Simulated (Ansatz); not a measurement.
**CH4BF (SMILES BCF): one structure at several levels**

The atoms stand at a structure displaced at random from a GFN2-xTB minimum. How far do the functionals agree with CCSD(T) there?

Computed with Ansatz 0.2.0, Gaussian basis. Level: single points in def2-TZVPP.

Correlated methods freeze the cores. B3LYP uses VWN-RPA correlation.

### Step 1. The system as given

SMILES `BCF`, 7 atoms, charge 0, spin multiplicity 1.

Atoms are counted from 1 here; the program's logs count them from 0.

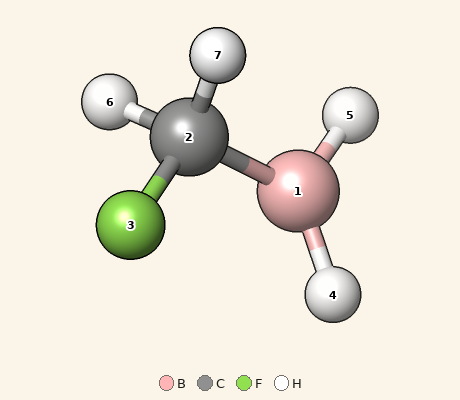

The starting geometry (boron pink, carbon grey, fluorine green, hydrogen white); atoms are numbered from 1 in the order of the file.

As a file:

```
B    -0.79190    0.14360   -0.50270
C     0.54180   -0.04910    0.32340
F     0.71460   -1.30010    0.91120
H    -1.50410   -0.74490   -0.69120
H    -0.91960    1.19770   -1.03290
H     0.54630    0.64030    1.19460
H     1.47460    0.17130   -0.23920
```

### Step 2. CCSD(T)/def2-TZVPP

run/in.yaml

```yaml
crystal:
  periodic: [false, false, false]
  atoms:
    - {symbol: B, position_ang: [-0.791900, 0.143600, -0.502700]}
    - {symbol: C, position_ang: [0.541800, -0.049100, 0.323400]}
    - {symbol: F, position_ang: [0.714600, -1.300100, 0.911200]}
    - {symbol: H, position_ang: [-1.504100, -0.744900, -0.691200]}
    - {symbol: H, position_ang: [-0.919600, 1.197700, -1.032900]}
    - {symbol: H, position_ang: [0.546300, 0.640300, 1.194600]}
    - {symbol: H, position_ang: [1.474600, 0.171300, -0.239200]}
basis:
  gaussian: {orbitals: def2-TZVPP}
correlation: {method: ccsd_t}
output: {forces: true}
```

The command line of these runs was not kept.

### Step 3. PBE0-D4/def2-TZVPP

Edit run/in.yaml of step 2 so:

```diff
@@ -12,3 +12,3 @@
   gaussian: {orbitals: def2-TZVPP}
-correlation: {method: ccsd_t}
-output: {forces: true}
+hamiltonian: {xc: pbe0, dispersion: d4}
+output: {forces: true, orbitals: {seedname: orbitals}}
```

### Step 4. wB97M-V/def2-TZVPP

Edit run/in.yaml of step 3 so:

```diff
@@ -12,3 +12,3 @@
   gaussian: {orbitals: def2-TZVPP}
-hamiltonian: {xc: pbe0, dispersion: d4}
-output: {forces: true, orbitals: {seedname: orbitals}}
+hamiltonian: {xc: {name: wB97M-V}}
+output: {forces: true}
```

### Step 5. r2SCAN-D4/def2-TZVPP

Edit run/in.yaml of step 4 so:

```diff
@@ -12,3 +12,3 @@
   gaussian: {orbitals: def2-TZVPP}
-hamiltonian: {xc: {name: wB97M-V}}
+hamiltonian: {xc: r2scan, dispersion: d4}
 output: {forces: true}
```

### Step 6. PBE-D4/def2-TZVPP

Edit run/in.yaml of step 5 so:

```diff
@@ -12,3 +12,3 @@
   gaussian: {orbitals: def2-TZVPP}
-hamiltonian: {xc: r2scan, dispersion: d4}
+hamiltonian: {xc: pbe, dispersion: d4}
 output: {forces: true}
```

### Step 7. B3LYP-D4/def2-TZVPP

Edit run/in.yaml of step 6 so:

```diff
@@ -12,3 +12,3 @@
   gaussian: {orbitals: def2-TZVPP}
-hamiltonian: {xc: pbe, dispersion: d4}
+hamiltonian: {xc: {name: B3LYP}, dispersion: d4}
 output: {forces: true}
```

### Step 8. CAM-B3LYP-D4/def2-TZVPP

Edit run/in.yaml of step 7 so:

```diff
@@ -12,3 +12,3 @@
   gaussian: {orbitals: def2-TZVPP}
-hamiltonian: {xc: {name: B3LYP}, dispersion: d4}
+hamiltonian: {xc: {name: CAM-B3LYP}, dispersion: d4}
 output: {forces: true}
```

(Steps that only read results are left out.)

Q: Predict the outcome of this session. Wanted: energy less free atoms, CCSD(T)/def2-TZVPP; RMS force component; RMS force error; HOMO and LUMO, PBE0-D4; T1 diagnostic.

The runs gave:

| quantity | value |
| --- | --- |
| energy less free atoms, CCSD(T)/def2-TZVPP | -24.963 eV |
| RMS force component | 0.499 to 0.561 eV/Å over the methods |
| RMS force error | PBE0-D4 0.139, wB97M-V 0.086, r2SCAN-D4 0.149, PBE-D4 0.246, B3LYP-D4 0.111, CAM-B3LYP-D4 0.103 eV/Å |
| HOMO and LUMO, PBE0-D4 | -8.98 and -1.80 eV |
| T1 diagnostic | 0.011 |

Against CCSD(T) the functionals' energies less atoms differ by -1.129 to -0.713 eV, PBE-D4 by -1.129 eV. CCSD(T) in triple zeta still lacks some correlation energy of the bonds, so part of these gaps is its own basis error and they don't rank the functionals. On forces the order runs from wB97M-V to PBE-D4. Frozen-core CCSD(T) forces in triple zeta carry basis errors of their own, and this is one geometry, so small gaps rank nothing.
